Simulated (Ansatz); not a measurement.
Geometry relaxation of C₄H₁₀AlN (part 2 of 2)

Continued. System: C₄H₁₀AlN. Method: UKS PBE/STO-3G (Ansatz 0.2.0). It belongs to a series of runs on one base structure; here: start relaxed.

Geometry of the input (Å):
```
C  -0.3941  -1.9033  0.4312
C  0.5983  -1.1769  -0.0548
N  1.1668  -1.5509  -1.3122
C  1.1951  0.0402  0.6770
Al 0.2179  1.6795  0.0107
C  -1.7613  1.8696  0.1821
H  -0.8060  -2.7115  -0.1134
H  -0.8852  -1.5533  1.3392
H  2.0002  -0.9863  -1.6489
H  0.8527  -2.3744  -1.8149
H  0.9413  -0.0667  1.7958
H  2.2323  0.1424  0.5273
H  1.0226  2.8861  -0.6512
H  -2.2275  1.9847  -0.8101
H  -2.1725  0.9248  0.6646
H  -2.0033  2.7736  0.8219
```

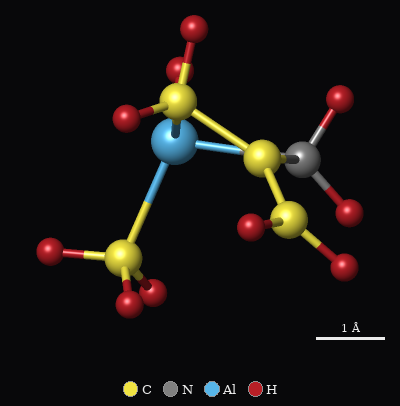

Figure 1. The geometry at step 15 of the log (ball-and-stick view, seen at an oblique angle).

**Trajectory as extended XYZ, continued**
```
16
Properties=species:S:1:pos:R:3:forces:R:3 step=4 energy=-12235.29247
C    -0.4381   -1.9288    0.4431   -0.0472   0.4037   0.1814
C     0.5590   -1.1422   -0.0681   -0.4303  -0.3685   0.8545
N     1.0742   -1.3143   -1.3938    0.2204  -0.0929  -1.0749
C     1.1144    0.1031    0.6416    0.3710  -0.1091  -0.1172
Al    0.2032    1.6692   -0.0199    0.1289   0.1429  -0.0874
C    -1.6841    1.8407    0.1964   -0.1651   0.0218  -0.1112
H    -0.8549   -2.7905   -0.1094    0.1300   0.2105   0.1409
H    -0.9201   -1.6496    1.4074    0.3008  -0.2938  -0.5321
H     2.1044   -1.0784   -1.4801   -0.1822  -0.1362   0.2039
H     0.9196   -2.2882   -1.7876    0.0226   0.2557   0.2754
H     0.9704   -0.0154    1.7280   -0.0875  -0.0334   0.1312
H     2.2144    0.1527    0.4680   -0.2490   0.0290   0.0316
H     0.9967    2.7671   -0.6884    0.0578   0.0351  -0.0569
H    -2.1934    1.9983   -0.7717    0.0343  -0.0176   0.0209
H    -2.1333    0.9488    0.6543   -0.1168  -0.0997   0.0725
H    -1.9551    2.7051    0.8245    0.0123   0.0525   0.0673
16
Properties=species:S:1:pos:R:3:forces:R:3 step=6 energy=-12235.34967
C    -0.3959   -1.9474    0.4150   -0.0763  -0.0011   0.0494
C     0.5710   -1.1094   -0.0384   -0.2198  -0.8430  -0.5299
N     1.0634   -1.2074   -1.4249   -0.2339   0.2249   0.0527
C     1.0925    0.0942    0.6888    0.3779   0.7656   0.6297
Al    0.2055    1.6443   -0.0695   -0.0898  -0.1260  -0.1041
C    -1.6820    1.8646    0.2071    0.0356  -0.0234   0.0719
H    -0.8026   -2.7521   -0.2135    0.0670  -0.0555   0.0431
H    -0.8279   -1.8306    1.4175   -0.0353   0.0500  -0.0578
H     2.1249   -1.1421   -1.4048   -0.0358  -0.0677  -0.0091
H     0.8348   -2.1828   -1.7735    0.1261  -0.0239  -0.0482
H     0.8772   -0.0088    1.7690   -0.0208   0.0022  -0.0341
H     2.1922    0.1581    0.5766    0.0263   0.0160  -0.0049
H     0.9890    2.6362   -0.8946    0.0723   0.0635  -0.0195
H    -2.2215    1.9928   -0.7475    0.0037  -0.0269  -0.0103
H    -2.1354    1.0043    0.7291   -0.0150   0.0419  -0.0408
H    -1.9078    2.7636    0.8079    0.0179   0.0032   0.0119
16
Properties=species:S:1:pos:R:3:forces:R:3 step=8 energy=-12235.40110
C    -0.3677   -2.0027    0.4578    0.0915  -0.0065  -0.0185
C     0.5624   -1.1282   -0.0034   -0.0307   0.1298  -0.0752
N     0.9565   -1.0972   -1.4350   -0.0651  -0.0597   0.2487
C     1.0961    0.0926    0.7580   -0.0600  -0.0274  -0.0306
Al    0.2288    1.6036   -0.0947    0.0618  -0.0726  -0.1490
C    -1.6578    1.8537    0.1553   -0.0150   0.0022   0.0128
H    -0.7578   -2.8163   -0.1712   -0.0172   0.0336   0.0080
H    -0.7717   -1.9212    1.4761    0.0558  -0.0218  -0.0267
H     2.0185   -1.0142   -1.4635    0.0310   0.0532  -0.0073
H     0.7678   -2.0672   -1.8338   -0.0444   0.0795  -0.0149
H     0.8497   -0.0075    1.8308    0.0075  -0.0194  -0.0272
H     2.1989    0.1418    0.6601   -0.0122  -0.0309   0.0352
H     1.0444    2.5807   -0.9218   -0.0347  -0.0730   0.0465
H    -2.1935    1.9884   -0.8011    0.0369   0.0055   0.0072
H    -2.1381    1.0096    0.6785    0.0123   0.0202  -0.0030
H    -1.8593    2.7618    0.7523   -0.0176  -0.0127  -0.0059
16
Properties=species:S:1:pos:R:3:forces:R:3 step=9 energy=-12235.47582
C    -0.3209   -2.0593    0.4900    0.0879   0.0583   0.0649
C     0.5582   -1.1251    0.0443    0.0084   0.1086  -0.0140
N     0.8705   -0.9652   -1.4133   -0.2515   0.0097   0.4811
C     1.0871    0.0811    0.8365   -0.1571  -0.0787  -0.1639
Al    0.2456    1.5245   -0.1643    0.1676  -0.2092  -0.0773
C    -1.6299    1.8486    0.1122   -0.0126  -0.0385  -0.0077
H    -0.7279   -2.8311   -0.1819   -0.0180   0.0305   0.0575
H    -0.6738   -2.0658    1.5387    0.1645  -0.0083  -0.3142
H     1.9280   -0.8643   -1.4922    0.0763   0.0419   0.0217
H     0.6746   -1.9039   -1.8863   -0.0705   0.2199   0.0360
H     0.7886   -0.0097    1.8979    0.0326   0.0202  -0.0989
H     2.1942    0.1120    0.7808   -0.0361  -0.0087   0.0428
H     1.0826    2.4467   -1.0364   -0.0623  -0.1370   0.0508
H    -2.1744    1.9827   -0.8389   -0.0030   0.0008   0.0113
H    -2.1305    1.0313    0.6617    0.0343   0.0575  -0.0452
H    -1.7948    2.7751    0.6955    0.0394  -0.0670  -0.0450
16
Properties=species:S:1:pos:R:3:forces:R:3 step=11 energy=-12235.87862
C    -0.2613   -2.1147    0.5207    0.0528  -0.0191   0.0601
C     0.5660   -1.1173    0.1300   -0.0546   0.0365   0.4570
N     0.7525   -0.7519   -1.3158   -0.1586   0.4203   0.1632
C     1.0857    0.0695    0.9369   -0.0865  -0.0319  -0.0360
Al    0.2725    1.3552   -0.2917    0.2257  -0.6091  -0.3117
C    -1.5790    1.7916    0.0301   -0.0581  -0.0832  -0.0512
H    -0.7095   -2.8180   -0.1988   -0.0265   0.0246   0.0352
H    -0.5432   -2.2319    1.5844    0.1754  -0.0277  -0.3004
H     1.8038   -0.6758   -1.4898   -0.0719   0.0118   0.0442
H     0.4565   -1.5788   -1.9298   -0.1622   0.4025   0.0878
H     0.7383    0.0120    1.9834    0.0557   0.0314  -0.0544
H     2.1939    0.0899    0.9218   -0.0265   0.0016   0.0506
H     1.1391    2.2460   -1.1604   -0.0035  -0.0752   0.0181
H    -2.1534    1.9513   -0.8989   -0.0159  -0.0155  -0.0072
H    -2.1131    1.0186    0.6127    0.0492   0.0286  -0.0797
H    -1.6713    2.7318    0.6096    0.1053  -0.0957  -0.0757
16
Properties=species:S:1:pos:R:3:forces:R:3 step=13 energy=-12236.23366
C    -0.2207   -2.1483    0.5383   -0.0096  -0.0526  -0.0238
C     0.5629   -1.0983    0.2139    0.0132   0.1000   0.2763
N     0.6612   -0.5766   -1.2226    0.2496  -1.0896  -0.3666
C     1.0940    0.0768    1.0085   -0.1186  -0.0325  -0.0162
Al    0.3008    1.1958   -0.4116   -0.0259   1.0423   0.4290
C    -1.5327    1.7181   -0.0592   -0.0083  -0.1505  -0.0599
H    -0.7080   -2.7891   -0.2139   -0.0282   0.0551   0.0156
H    -0.4320   -2.3678    1.5981    0.1380  -0.0743  -0.1373
H     1.7007   -0.5993   -1.4762   -0.2167   0.0645  -0.0174
H     0.2193   -1.2690   -1.9067   -0.1770   0.3819   0.0704
H     0.7311    0.0508    2.0484    0.0396   0.0563   0.0253
H     2.2015    0.0871    1.0072    0.0029   0.0168   0.0150
H     1.1896    2.1535   -1.1862   -0.0069  -0.1286   0.0122
H    -2.1354    1.9118   -0.9631    0.0004  -0.0424  -0.0550
H    -2.0863    0.9743    0.5413   -0.0061  -0.0305  -0.0694
H    -1.5686    2.6577    0.5282    0.1534  -0.1160  -0.0980
16
Properties=species:S:1:pos:R:3:forces:R:3 step=15 energy=-12236.37558
C    -0.1531   -2.1818    0.5663   -0.0620   0.0415   0.4284
C     0.5714   -1.0859    0.2519   -0.3186  -0.0010  -0.0627
N     0.5430   -0.5310   -1.1748    0.2183  -0.0113  -0.2916
C     1.1287    0.0748    1.0570   -0.0201   0.0810  -0.0170
Al    0.3704    1.2879   -0.3041   -0.0612  -0.2176  -0.0494
C    -1.5105    1.6902   -0.1498   -0.0210   0.1141   0.0915
H    -0.6949   -2.7755   -0.1879    0.0445   0.0043   0.0287
H    -0.2893   -2.4690    1.6291    0.1350  -0.0166  -0.3764
H     1.5212   -0.6429   -1.5870   -0.1683  -0.0362  -0.0479
H    -0.1052   -1.0779   -1.8261    0.1511   0.1262   0.2891
H     0.7972    0.0371    2.1073    0.0034  -0.0293   0.0321
H     2.2365    0.0746    1.0359    0.0178  -0.0114   0.0135
H     1.3068    2.2039   -1.0629    0.0107   0.0124   0.0269
H    -2.0066    1.8785   -1.1216    0.0865  -0.0018   0.1017
H    -2.0844    0.8886    0.3525    0.0565   0.0780  -0.0512
H    -1.6539    2.6062    0.4585   -0.0726  -0.1325  -0.1156
16
Properties=species:S:1:pos:R:3:forces:R:3 step=16 energy=-12236.35112 accepted=F
C    -0.0705   -2.1888    0.5807   -0.4688  -0.2768  -0.2128
C     0.5240   -1.0330    0.2340    0.5933  -0.4255   0.5404
N     0.4983   -0.5063   -1.2012   -0.3260   0.4193   0.4969
C     1.0938    0.0889    1.0932   -0.1339  -0.2228  -0.3250
Al    0.3857    1.2933   -0.2786   -0.0008   0.2017  -0.1660
C    -1.4912    1.7164   -0.1761   -0.0228   0.0023  -0.0042
H    -0.6232   -2.7998   -0.1556    0.1155  -0.0818   0.1143
H    -0.0973   -2.5248    1.6322   -0.0076   0.1123  -0.1677
H     1.4200   -0.7078   -1.6820    0.1215  -0.0905  -0.0132
H    -0.2472   -1.0023   -1.7660   -0.0118  -0.0130  -0.0879
H     0.7195    0.0085    2.1312    0.0663   0.0575  -0.1425
H     2.1995    0.0219    1.1033    0.0293   0.1626   0.0371
H     1.3578    2.1803   -1.0130    0.0744   0.1371  -0.0532
H    -1.9334    1.9024   -1.1719   -0.0176  -0.0119   0.0546
H    -2.0758    0.9034    0.2919   -0.0187   0.0720  -0.0462
H    -1.6827    2.6254    0.4222    0.0077  -0.0426  -0.0245
16
Properties=species:S:1:pos:R:3:forces:R:3 step=18 energy=-12236.37641 accepted=F
C    -0.1099   -2.1814    0.5804    0.0425   0.0312   0.0766
C     0.5627   -1.0511    0.2702   -0.5263  -1.1547  -0.4568
N     0.5045   -0.5146   -1.1671    0.1563   0.2187   0.1013
C     1.1151    0.0615    1.0735    0.4661   0.9550   0.4874
Al    0.3797    1.2902   -0.2874    0.0151   0.0160  -0.0089
C    -1.4993    1.7061   -0.1834   -0.0393   0.0252  -0.0011
H    -0.6596   -2.7598   -0.1771    0.0091  -0.0888   0.0006
H    -0.1578   -2.5416    1.6203   -0.0246   0.0532  -0.0788
H     1.4335   -0.7110   -1.6468   -0.0447  -0.0073  -0.0113
H    -0.2254   -1.0305   -1.7341   -0.0654  -0.0320  -0.0723
H     0.7982    0.0225    2.1278   -0.0737  -0.0459   0.0048
H     2.2226    0.0700    1.0533    0.0459   0.0331  -0.0507
H     1.3430    2.2124   -1.0030    0.0107   0.0025   0.0011
H    -1.9374    1.9328   -1.1714    0.0188   0.0124  -0.0120
H    -2.0971    0.8813    0.2416   -0.0001   0.0024   0.0231
H    -1.6955    2.5910    0.4476    0.0095  -0.0209  -0.0029
16
Properties=species:S:1:pos:R:3:forces:R:3 step=20 energy=-12236.40567
C    -0.0881   -2.2210    0.5755   -0.0180  -0.0108   0.0067
C     0.5568   -1.0785    0.2588   -0.0029  -0.1023   0.0635
N     0.4981   -0.5154   -1.1675   -0.0999  -0.0239  -0.0428
C     1.1012    0.0764    1.0790   -0.0117   0.0198   0.0141
Al    0.3728    1.2867   -0.2904    0.0032   0.0756   0.0238
C    -1.4988    1.7318   -0.1805   -0.0347   0.0030  -0.0050
H    -0.6109   -2.8393   -0.1725    0.0240   0.0179   0.0116
H    -0.1391   -2.5599    1.6217    0.0217   0.0108  -0.0431
H     1.4248   -0.7001   -1.6532    0.0346  -0.0235  -0.0249
H    -0.2329   -1.0206   -1.7510    0.0534   0.0338   0.0384
H     0.7596    0.0212    2.1262   -0.0012   0.0003   0.0007
H     2.2094    0.0811    1.0733    0.0126  -0.0242  -0.0066
H     1.3410    2.2003   -1.0093    0.0122   0.0088  -0.0215
H    -1.9422    1.9361   -1.1711   -0.0062   0.0040   0.0019
H    -2.1098    0.9373    0.2830    0.0193   0.0097  -0.0137
H    -1.6645    2.6417    0.4223   -0.0064   0.0011  -0.0029
16
Properties=species:S:1:pos:R:3:forces:R:3 step=21 energy=-12236.40746
C    -0.0654   -2.2394    0.5773    0.0243   0.0175  -0.0338
C     0.5574   -1.0838    0.2644   -0.0448  -0.0658   0.0124
N     0.4800   -0.5127   -1.1597   -0.0179  -0.0146  -0.0147
C     1.0934    0.0740    1.0868    0.0123   0.0088   0.0096
Al    0.3709    1.2906   -0.2805    0.0033   0.0429  -0.0339
C    -1.4990    1.7502   -0.1929   -0.0125  -0.0115   0.0142
H    -0.5827   -2.8616   -0.1704    0.0133   0.0057  -0.0043
H    -0.0928   -2.5905    1.6185   -0.0040  -0.0048   0.0262
H     1.3961   -0.7068   -1.6639    0.0013  -0.0067   0.0041
H    -0.2648   -1.0092   -1.7310    0.0100   0.0022   0.0053
H     0.7513    0.0147    2.1337   -0.0016  -0.0002   0.0065
H     2.2019    0.0779    1.0826    0.0102  -0.0026   0.0052
H     1.3460    2.1948   -1.0034    0.0120   0.0055  -0.0015
H    -1.9292    1.9611   -1.1878    0.0052  -0.0016  -0.0066
H    -2.1210    0.9589    0.2607    0.0059   0.0051  -0.0048
H    -1.6646    2.6593    0.4099   -0.0170   0.0201   0.0161
16
Properties=species:S:1:pos:R:3:forces:R:3 step=23 energy=-12236.40826
C    -0.0441   -2.2570    0.5775    0.0067   0.0045  -0.0035
C     0.5521   -1.0874    0.2679    0.0075   0.0089   0.0008
N     0.4657   -0.5148   -1.1564   -0.0021  -0.0042   0.0003
C     1.0816    0.0762    1.0900    0.0017  -0.0089  -0.0130
Al    0.3699    1.2949   -0.2830    0.0034  -0.0001   0.0006
C    -1.4978    1.7688   -0.1966    0.0041  -0.0040  -0.0067
H    -0.5481   -2.8873   -0.1724    0.0012   0.0013  -0.0026
H    -0.0614   -2.6133    1.6178   -0.0036  -0.0016   0.0064
H     1.3762   -0.7173   -1.6683   -0.0081   0.0040   0.0102
H    -0.2861   -1.0088   -1.7205    0.0007  -0.0016  -0.0021
H     0.7344    0.0182    2.1356   -0.0040   0.0025  -0.0005
H     2.1906    0.0773    1.0935   -0.0033  -0.0025   0.0029
H     1.3552    2.1882   -1.0070   -0.0042  -0.0024   0.0011
H    -1.9204    1.9897   -1.1928   -0.0013   0.0021   0.0027
H    -2.1263    0.9765    0.2456    0.0006  -0.0007   0.0003
H    -1.6641    2.6737    0.4134    0.0007   0.0026   0.0033
```

**Summary**

```json
{"quantity": "outcome", "value": "converged"}
{"quantity": "total energy", "value": "−12236.4083 eV"}
{"quantity": "mean-field energy", "value": "−12236.4083 eV"}
{"quantity": "largest force (length of the vector) at the end", "value": "0.016 eV/Å"}
{"quantity": "wall time", "value": "3.5 min"}
{"quantity": "peak memory", "value": "0.17 GiB"}
```
